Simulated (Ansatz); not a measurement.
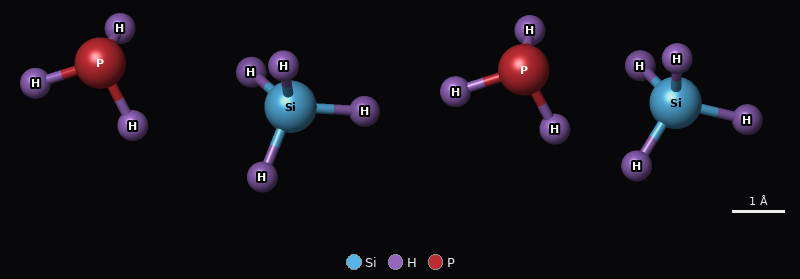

Two geometries of SiPH₇, drawn at one scale. One is the start of a relaxation, the other its converged end. The picture is a ball-and-stick view, seen at a tilt.

Theory: RKS r2SCANh/6-31G* in Ansatz. (no spin polarisation; force threshold 0.03 eV/Å; at most 50 steps)

Question: Which of the two is the end point?

Answer: The left one is the relaxed one. The run prepares an end point of a later path (reaction) calculation, from a guessed geometry. Over 5 geometry steps the energy falls by 0.218 eV. The largest force component goes from 0.45 to 0.017 eV/Å. An H atom moves most after the best rigid fit: 0.59 Å. Largest moves by element: H 0.59 Å, P 0.51 Å, Si 0.33 Å. Among the contacts that change: H–Si 1.469 → 1.485 Å.
